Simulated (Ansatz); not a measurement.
# Lattice dynamics of CeO2 (Fm-3m)

Task: relax CeO2 (Fm-3m), then find its harmonic phonons.

Main program and level: Ansatz 0.2.0; DFT PBE+U, scalar-relativistic, plane waves, PAW.

The experiments to compare with:

For CeO2, cubic fluorite (NIST standard powder, 100 micrometre thin sample, 25 keV beam), “New synchrotron powder diffraction facility for long-duration experiments” (2017, pmc:5294393) gives, by synchrotron X-ray powder diffraction, refinement: lattice constant a (cubic a, average of weekly measurements over 17 weeks) 5.41168 ± 2e-05 Å [Average of repeated refinements on a certified reference powder (certified a = 5.41165 …].

For CeO2, fluorite (strain-free reference powder, 300 K), “Probing individual layers in functional oxide multilayers by wavelength-dependent Raman scattering” (2012, arxiv:1205.3334) gives, by Raman scattering: Raman mode (F2g) about 465 cm⁻¹.

Report form: the programs' logs are mostly left out.

### Step 1. The structure

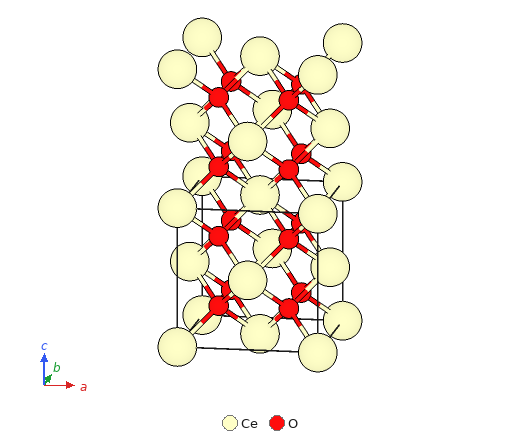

Start, viewed slightly off an axis; cerium light yellow, oxygen red. 1×1×2 cells are drawn. This picture shows the conventional cell, with its axes. Some periodic images of atoms are drawn too.

### Step 2. Bringing the structure to rest, k-mesh 6×6×6

Harmonic phonons are second derivatives at a point where the forces vanish, and they are wanted at zero stress, so atoms and cell are relaxed first.

input.yaml

```yaml
crystal:
  lattice:
    - [0.0, 2.70365, 2.70365]
    - [2.70365, 0.0, 2.70365]
    - [2.70365, 2.70365, 0.0]
  atoms:
    - { symbol: Ce, position: [0.0, 0.0, 0.0] }
    - { symbol: O, position: [0.25, 0.25, 0.25] }
    - { symbol: O, position: [0.75, 0.75, 0.75] }
kpoints:
  mp_grid: { grid: [6, 6, 6] }
hamiltonian:
  xc: pbe
  hubbard: { sites: [{ species: Ce, l: f, u_eff: 5.0 }] }
scf:
  occupations: { method: gaussian, width: 0.02 }
output:
  forces: true
  stress: true
  eigenvalues: true
  write_density: true
  write_potential: true
  elf: true
  volumetric_format: npy
relax:
  adjacent_minimum: "off"
  f_tol: 0.005
  max_steps: 80
  cell: { stress_tol: 0.05 }
```

On the command line:

```sh
$ ansatz run input.yaml --threads 4 --pin off --max-ram 14336MiB --backend cpu --events-out ev --progress --plain --runs-dir out
```

Wall time 4.6 s (4 threads of Arm Neoverse V1, shared host); peak memory 0.34 GiB; 14 s of CPU time.

The steps of the relaxation:

```tsv
step	energy less that of the first step (eV)	largest force component (eV/Å)	pressure (GPa)	volume (Å³)
1	0.0000	0.0000	6.99	39.53
2	-0.0030	0.0000	-4.89	42.03
3	-0.0242	0.0000	-0.26	40.96
4	-0.0244	0.0000	0.01	40.90
5*	-0.0297	0.0000	0.25	40.90
6	-0.0295	0.0000	0.01	40.96
7*	-0.0295	0.0000	0.01	40.96
```

Relaxation steps marked * repeat the geometry before them on a plane-wave basis chosen anew for their cell, so energy and pressure can jump there.

The run keeps the 48 symmetry operations that it works with, so distortions that break them were not tested.

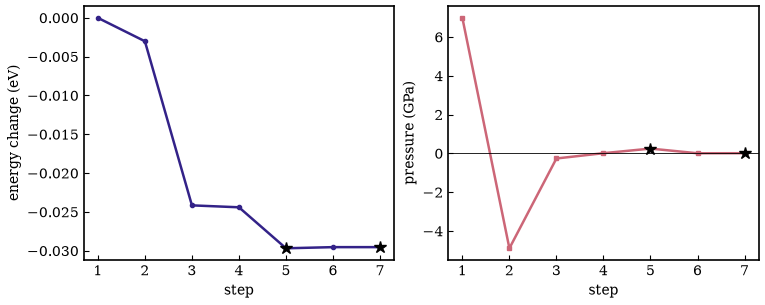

Energy and pressure along the relaxation. Stars mark steps on a basis chosen anew.

```tsv
conventional cell, symmetrised	before	after	change
a (Å)	5.407	5.472	+1.2 %
b (Å)	5.407	5.472	+1.2 %
c (Å)	5.407	5.472	+1.2 %
volume (Å³/atom)	13.18	13.65	+3.6 %
```

Final coordinates:

```
Ce O
1.0
     0.00000    2.73587    2.73587
     2.73587    0.00000    2.73587
     2.73587    2.73587    0.00000
Ce O
1 2
Direct
  0.00000 0.00000 0.00000
  0.25000 0.25000 0.25000
  0.75000 0.75000 0.75000
```

Numbers from this step:

| Item | Value |
| --- | --- |
| pressure | 0.01072 GPa |
| gap on the k-mesh | 2.389 eV |
| volume per atom | 13.65 Å³ |
| direct gap on mesh | 2.502 eV |

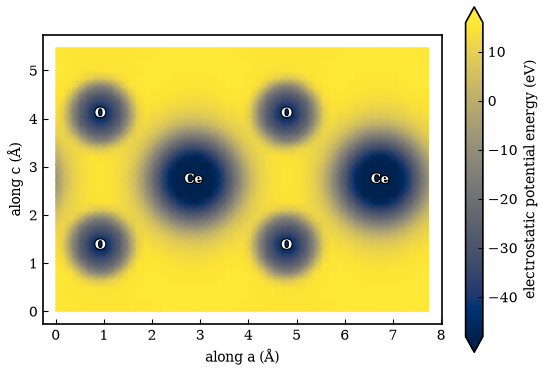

Electrostatic potential energy in the ac plane of a cell with a along [110], b along [-110] and c along [001] of the cube at fractional y = 0.000, with atoms of Ce and O within 0.2 Å of it. With pseudopotentials it is smooth inside the atoms' cores, unlike the true potential. The map starts off the cell's origin, so that atoms lie inside it.

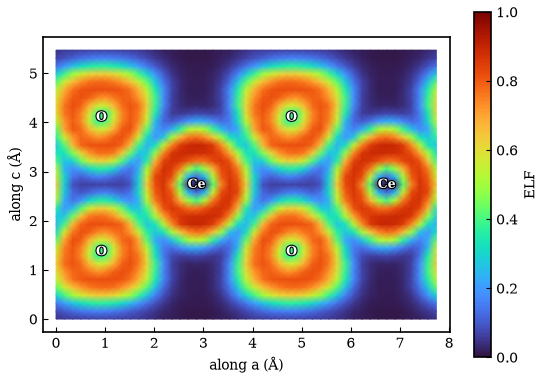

ELF in the ac plane of a cell with a along [110], b along [-110] and c along [001] of the cube at fractional y = 0.000, with atoms of Ce and O within 0.2 Å of it. It is the smooth field of the valence electrons, not physical close to the nuclei. The map starts off the cell's origin, so that atoms lie inside it.

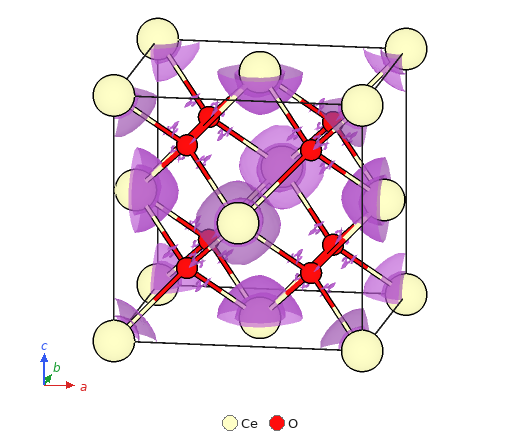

Surface of ELF = 0.82.

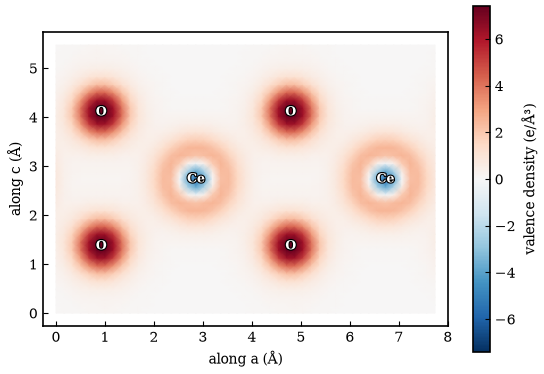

Valence density in the ac plane of a cell with a along [110], b along [-110] and c along [001] of the cube at fractional y = 0.000, with atoms of Ce and O within 0.2 Å of it. It is the smooth field of the valence electrons, not physical close to the nuclei. The map starts off the cell's origin, so that atoms lie inside it.

In this step the volume went from 13.18 to 13.65 Å³/atom.

### Step 3. Relaxation, k-mesh 8×8×8

The relaxation is repeated from its end, on the mesh and smearing that suit the cell and gap now reached.

input.yaml, the sections that differ from step 2:

```yaml
crystal:
  lattice:
    - [0.0, 2.7358725558, 2.7358725558]
    - [2.7358725558, 0.0, 2.7358725558]
    - [2.7358725558, 2.7358725558, 0.0]
  atoms:
    - { symbol: Ce, position: [0.0, 0.0, 0.0] }
    - { symbol: O, position: [0.25, 0.25, 0.25] }
    - { symbol: O, position: [0.75, 0.75, 0.75] }
kpoints:
  mp_grid: { grid: [8, 8, 8] }
output:
  forces: true
  stress: true
  eigenvalues: true
# hamiltonian, scf, relax: as in step 2
```

Wall time 2.5 s (4 threads); peak memory 0.36 GiB.

Little changed from the start: no atom moved by 0.005 Å and no cell edge by 0.1 %.

This step gave:

```yaml
pressure: 0.01212 GPa
gap_on_the_k_mesh: 2.267 eV
direct_gap_on_mesh: 2.423 eV
```

In this step the volume went from 13.65 to 13.65 Å³/atom.

### Step 4. Relaxing to small forces for the phonons

Phonons need a cell at rest on their own settings, so the relaxation is repeated with tight tolerances on forces and stress on the k mesh and occupations of the first response run.

input.yaml, as its differences from that of step 3:

```diff
@@ -15,3 +15,3 @@
 scf:
-  occupations: { method: gaussian, width: 0.02 }
+  occupations: { method: fixed }
 output:
@@ -22,4 +22,4 @@
   adjacent_minimum: "off"
-  f_tol: 0.005
-  max_steps: 80
-  cell: { stress_tol: 0.05 }
+  f_tol: 0.001
+  max_steps: 60
+  cell: { stress_tol: 0.01 }
```

The job ended after 3 s (4 threads; peak memory 0.36 GiB; 10 s of CPU time).

Little changed from the start: no atom moved by 0.005 Å and no cell edge by 0.1 %.

Numbers from this step:

- pressure: 3.49e-4 GPa

The forces vanish by symmetry and the pressure is 0.000 GPa, within the tolerances set. The cell now holds 13.65 Å³/atom.

### Step 5. Zone-centre response

The zone centre comes first: it holds the modes that light can see, as far as symmetry allows. The response to a homogeneous field gives the Born charges and the dielectric tensor.

input.yaml

```yaml
crystal:
  lattice:
    - [0.0, 2.7359315297, 2.7359315297]
    - [2.7359315297, 0.0, 2.7359315297]
    - [2.7359315297, 2.7359315297, 0.0]
  atoms:
    - { symbol: Ce, position: [0.0, 0.0, 0.0] }
    - { symbol: O, position: [0.25, 0.25, 0.25] }
    - { symbol: O, position: [0.75, 0.75, 0.75] }
kpoints:
  mp_grid: { grid: [8, 8, 8] }
hamiltonian:
  xc: pbe
  hubbard: { sites: [{ species: Ce, l: f, u_eff: 5.0 }] }
scf:
  occupations: { method: fixed }
  convergence: { dr2_threshold: 1.0e-10 }
output:
  eigenvalues: true
phonons:
  method: dfpt
  dielectric: true
  rigid_motions: translations
```

Elapsed: 34 s, on 4 threads; peak memory 0.67 GiB.

Numbers from this step:

- sum-rule residual before enforcement: 7.10e-5 eV/Å²
- miss of the charge sum rule: 6.14e-4 e
- estimated error of the dielectric tensor: 0.01866
- estimated error of the Born charges: 0.01848 e
- point group: m-3m
- highest optical mode at the zone centre (no LO-TO term): 431.0 cm⁻¹
- lowest optical zone-centre mode: 258.6 cm⁻¹
- mean high-frequency dielectric constant: 6.508
- largest Born charge (third of the trace): 5.523 e
- mean static dielectric constant: 27.55
- top of the zone-centre spectrum with the field: 532.0 cm⁻¹

Without the LO-TO term. Patterns of degenerate modes are one choice out of their space. The modes at Γ (shares of kinetic energy by element, %):

```tsv
mode	frequency (cm⁻¹)	symmetry	Ce %	O %
1	0.0	acoustic	81	19
2	0.0	acoustic	81	19
3	0.0	acoustic	81	19
4	258.6	T1u	19	81
5	258.6	T1u	19	81
6	258.6	T1u	19	81
7	431.0	T2g	0	100
8	431.0	T2g	0	100
9	431.0	T2g	0	100
```

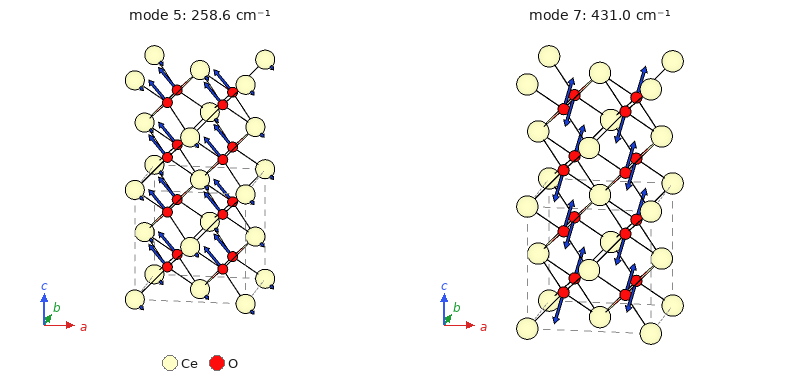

Displacement patterns of modes 5 and 7 at Γ; arrows are exaggerated. 1×1×2 conventional cells are drawn. Some periodic images of atoms are drawn too.

Optical modes at the zone centre, without and with the macroscopic field of the longitudinal modes; each column is sorted by frequency, so a row need not hold one and the same mode. Modes with and without the field, by row:

```tsv
rank among optical modes	no field (cm⁻¹)	q along (1, 0, 0) (cm⁻¹)
1	258.6	258.6
2	258.6	258.6
3	258.6	431
4	431	431
5	431	431
6	431	532
```

Born charge (rows field, columns displacement) (e), principal values of the symmetric part by kind of site:

```tsv
atom	atoms with these values	low	middle	high	mean
Ce1	1	5.52	5.52	5.52	5.52
O2	2	-2.76	-2.76	-2.76	-2.76
```

In full for Ce1:

```
5.52 0.00 0.00
0.00 5.52 0.00
0.00 0.00 5.52
```

High-frequency dielectric tensor:

```
6.51 0.00 0.00
0.00 6.51 0.00
0.00 0.00 6.51
```

Static dielectric tensor (ions relaxed, fixed cell):

```
27.55  0.00  0.00
 0.00 27.55  0.00
 0.00  0.00 27.55
```

Transverse modes. Lines of the infrared spectrum (strongest = 100):

```tsv
position (cm⁻¹)	label	relative intensity
259	T1u	100
431	T2g	0.0
```

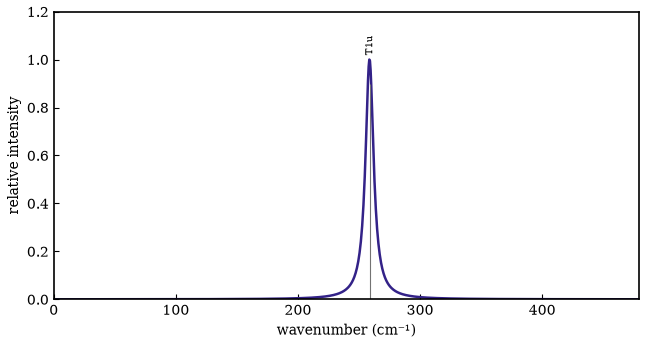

The infrared spectrum, broadened with Lorentzians of width 8 cm⁻¹; bars mark the lines.

Before it was imposed, the acoustic sum rule was missed by 7.1e-5 eV/Å² and the charge sum rule by 6.1e-4 e. Small misses are needed for a sound result but don't prove that mesh and cutoff are converged. The lowest optical mode is real, 259 cm⁻¹.

### Step 6. Phonons on a q mesh

Stability and thermal properties need the whole zone. Linear response on a 4×4×4 q mesh gives force constants as far as a supercell of that size would, and the tensors from the zone-centre run are typed in so that the long-range dipole term is interpolated apart.

input.yaml, the sections that differ from step 5:

```yaml
phonons:
  method: dfpt
  qmesh: [4, 4, 4]
  temperatures: { t_max: 1000, t_step: 50 }
  qpath:
    path:
      - [[0.0, 0.0, 0.0], [0.5, 0.0, 0.5], [0.625, 0.25, 0.625]]
      - [[0.375, 0.375, 0.75], [0.0, 0.0, 0.0], [0.5, 0.5, 0.5], [0.5, 0.25, 0.75], [0.5, 0.0, 0.5]]
    npoints: 10
  non_analytic_term:
    high_frequency_dielectric_tensor: [[6.5083, 0.0, 0.0], [0.0, 6.5083, 0.0], [0.0, 0.0, 6.5083]]
    born_effective_charges:
      - { species: Ce, tensor: [[5.5234, 0.0, 0.0], [0.0, 5.5234, 0.0], [0.0, 0.0, 5.5234]] }
      - { species: O, tensor: [[-2.7617, 0.0, 0.0], [0.0, -2.7617, 0.0], [0.0, 0.0, -2.7617]] }
      - { species: O, tensor: [[-2.7617, 0.0, 0.0], [0.0, -2.7617, 0.0], [0.0, 0.0, -2.7617]] }
    source: "zone-centre run at this cell"
# crystal, kpoints, hamiltonian, scf, output: as in step 5
```

Elapsed: 3.6 min, on 4 threads; peak memory 2.3 GiB; 12 min of CPU time.

This step gave:

| Item | Value |
| --- | --- |
| sum-rule residual before enforcement | 3.92e-4 eV/Å² |
| lowest frequency on the path | 0 cm⁻¹ |
| highest frequency on the path or at a solved wavevector | 570.0 cm⁻¹ |
| mean frequency | 291.3 cm⁻¹ |
| Debye temperature (second moment) | 602 K |
| logarithmic mean frequency | 253.1 cm⁻¹ |
| lowest mode on the q mesh (acoustic modes at Γ apart) | 78.63 cm⁻¹ |
| zero-point energy per atom | 54.18 meV |
| heat capacity at 300 K | 20.79 J/(mol atoms K) |
| vibrational entropy at 300 K | 22.39 J/(mol atoms K) |
| edges of the widest gap between branches, on path and mesh | 464.2, 503.9 cm⁻¹ |

Frequencies (cm⁻¹) solved at each irreducible wavevector; negative means imaginary. Frequencies by wavevector, by row:

```tsv
q in reciprocal lattice units	star	mode 1	mode 2	mode 3	mode 4	mode 5	mode 6	mode 7	mode 8	mode 9
0 0 0	1	0	0	0	258.6	258.6	258.6	431	431	431
0 0 0.25	8	84.4	84.4	141.7	282.3	282.3	409.3	410.2	410.2	521.2
0 0 -0.5	4	110.2	110.2	196.3	332.1	332.1	367.9	367.9	398	503.9
0 0.25 0.25	6	78.6	78.6	187.2	239	239	323.2	435.5	435.5	549.9
0 0.25 -0.5	24	114.4	144.1	194	229.5	265.1	284.5	415.4	438.1	545.9
0 0.25 -0.25	12	111.2	132	182.5	214.8	337.2	344.8	356.1	447.3	531.1
0 -0.5 -0.5	3	123.7	123.7	129.8	217.1	217.1	254	437.1	437.1	570
0.25 -0.5 -0.25	6	124.8	170.9	185.7	187.8	187.8	357.2	357.2	464.2	553.2
```

Interpolated from a 4×4×4 q mesh, with the LO-TO term (at Γ the limit along the path; where Γ stands inside the path, tables give the limit on arrival). Phonon branches along the path, in cm⁻¹:

```tsv
point	branch 1	branch 2	branch 3	branch 4	branch 5	branch 6	branch 7	branch 8	branch 9
Γ	0	0	0	259	259	431	431	431	532
X	124	124	130	217	217	254	437	437	570
U	120	156	159	201	264	273	416	444	556
jump to K	120	156	159	201	264	273	416	444	556
Γ	0	0	0	259	259	431	431	431	532
L	110	110	196	332	332	368	368	398	504
W	125	171	186	188	188	357	357	464	553
X	124	124	130	217	217	254	437	437	570
```

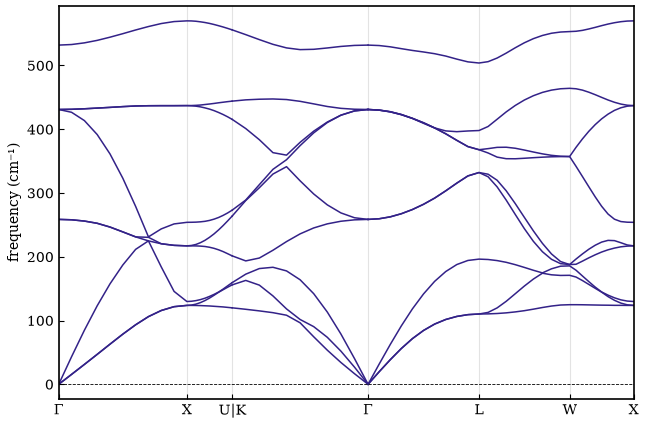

Phonon branches along the path.

The phonon density of states has structure finer than the step of the table below, so its rows give means over 50 cm⁻¹, whole bins alone (the curve runs from 2.5 to 572 cm⁻¹). Peaks (cm⁻¹: height): 112.5: 0.0564, 187.5: 0.0374, 437.5: 0.0409, 527.5: 0.0267.

Tetrahedra on a 20×20×20 mesh, mean over bins of 5 cm-1. Interpolated from a 4×4×4 q mesh. Phonon density of states against wavenumber; means over each step:

```tsv
wavenumber (cm⁻¹)	phonon density of states (1/cm⁻¹/cell)
50	0.00284
100	0.0258
150	0.0177
200	0.0242
250	0.0205
300	0.0162
350	0.0138
400	0.0176
450	0.0212
500	0.00330
```

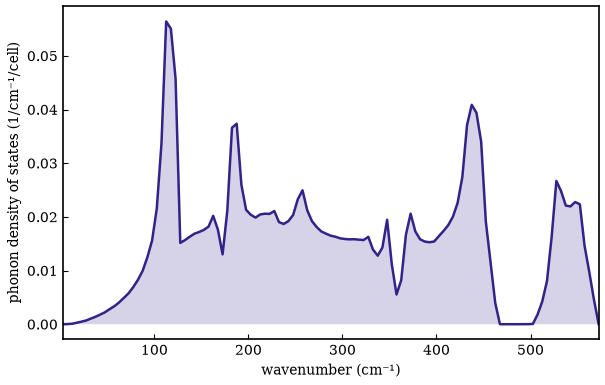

Phonon density of states, plotted against wavenumber.

The partial phonon density of states has structure finer than the step of the table below, so its rows give means over 50 cm⁻¹, whole bins alone (the curve runs from -10 to 597 cm⁻¹). Peaks (cm⁻¹: height): Ce 115.9: 0.0498, 184.6: 0.0253; O 260.9: 0.0188, 436.5: 0.0388, 531.9: 0.0223.

Phonopy on the run's constants, 17x17x17 mesh, Gaussian sigma 4.3 cm-1. Interpolated from a 4×4×4 q mesh. Partial phonon density of states against wavenumber; means over each step; values in 1/cm⁻¹/cell:

```tsv
wavenumber (cm⁻¹)	Ce	O
50	0.00245	4.3e-4
100	0.0240	0.00128
150	0.0143	0.00403
200	0.0135	0.0107
250	0.00331	0.0170
300	9.4e-4	0.0152
350	3.0e-4	0.0136
400	1.2e-4	0.0174
450	1.8e-4	0.0211
500	1.8e-4	0.00335
550	5.8e-4	0.0159
```

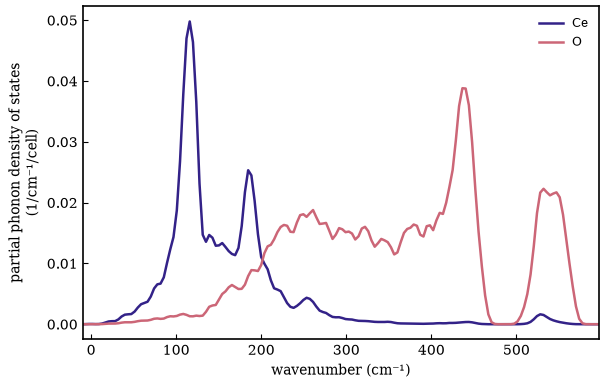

Partial phonon density of states against wavenumber.

Harmonic thermodynamic functions per atom, from the density of states. Interpolated from a 4×4×4 q mesh. Thermodynamic functions, by row:

```tsv
T (K)	F_vib (meV/atom)	S (J/mol-atom/K)	C_V (J/mol-atom/K)
0	54.18	0	0
50	54.01	1.259	3.193
100	52.35	5.387	9.285
200	41.91	14.62	17.27
300	22.59	22.39	20.79
400	-3.96	28.62	22.42
500	-36.34	33.72	23.26
600	-73.57	38.01	23.75
700	-114.9	41.69	24.05
800	-159.8	44.92	24.26
900	-207.9	47.78	24.4
1000	-258.8	50.36	24.5
```

Harmonic mean-square displacement, third of the trace. Interpolated from a 4×4×4 q mesh. Mean square displacements, by row:

```tsv
T (K)	Ce1 U_eq (Å²)	O2 U_eq (Å²)	O3 U_eq (Å²)
0	9.20e-4	0.00338	0.00338
100	0.00146	0.0038	0.0038
300	0.00369	0.00667	0.00667
600	0.00724	0.01216	0.01216
```

Symmetry leaves 8 wavevectors to solve. The lowest mode among them, the acoustic zeros apart, lies at q = (0, 0.25, 0.25) and is real, 78.6 cm⁻¹.

### Step 7. Summary of results

| Item | Value |
| --- | --- |
| space group after relaxation (within 0.01 Å) | Fm-3m |
| volume per atom | 13.7 Å³ |
| gap on the k-mesh | 2.27 eV |
| highest optical mode at the zone centre (no LO-TO term) | 431 cm⁻¹ |
| top of the zone-centre spectrum with the field | 532 cm⁻¹ |
| lowest optical zone-centre mode | 259 cm⁻¹ |
| mean high-frequency dielectric constant | 6.51 |
| mean static dielectric constant | 27.5 |
| largest Born charge (third of the trace) | 5.52 e |
| lowest mode on the q mesh (acoustic modes at Γ apart) | 78.6 cm⁻¹ |
| highest frequency on the path or at a solved wavevector | 570 cm⁻¹ |
| zero-point energy per atom | 54.2 meV |
| heat capacity at 300 K | 20.8 J/(mol atoms K) |
| vibrational entropy at 300 K | 22.4 J/(mol atoms K) |
| Debye temperature (second moment) | 602 K |
| imaginary modes on the 4×4×4 q mesh | none |

In words: The structure is a minimum as far as tested: no mode is imaginary at the 8 irreducible wavevectors of the 4×4×4 mesh, and the softest away from the acoustic zeros lies at 79 cm⁻¹. Without the field, the optical modes at Γ span 259 to 431 cm⁻¹. The highest mode in this list at Γ, 431.0 cm⁻¹, is mostly motion of O (100 % of the kinetic energy). With the macroscopic field of the longitudinal modes the top of the zone-centre spectrum lies at 532 cm⁻¹, against 431 cm⁻¹ without it. Lattice motion raises the mean dielectric constant from 6.508 to 27.55. The strongest infrared line is at 259 cm⁻¹. On the path and the mesh, the widest gap between branches runs from 464 to 504 cm⁻¹. The program warns that the interpolation holds no quadrupole term, so branches close to Γ can be off in this crystal. Spin-orbit coupling is left out, which can matter for the heavy elements here. These are harmonic frequencies at zero temperature: anharmonic shifts, linewidths and thermal expansion are left out.

Comparison with the measured values:

```
              quantity  measured      PBE+U, PAW
lattice constant a (Å)   5.41168  5.472 (+1.1 %)
Raman mode, F2g (cm⁻¹)       465    431 (-7.3 %)
```

Measured values from pmc:5294393 (2017) and arxiv:1205.3334 (2012).

How well it matches: The lattice constant a is off by +1.1 %: fair agreement. The Raman mode is off by -7.3 %: a clear miss. The grades are ours: good and fair within 0.7 and 1.5 % for the lattice constant a and 3 and 7 % for the Raman mode. Zero-point motion and thermal expansion (measured at up to 300 K) are not in the computed lattice constants and Raman mode. As a rule both would widen the computed cell, so the excess over experiment is if anything larger than shown.

[Logs are printed without paths, hosts, clocks, repeated set-up lines and the standing remarks that a program may print on its own settings, such as how far it seeks lower states.]

[Hosts, paths, dates, database ids (printed as entryN), source tags and the programs' standing remarks are cut or masked in the printed files.]
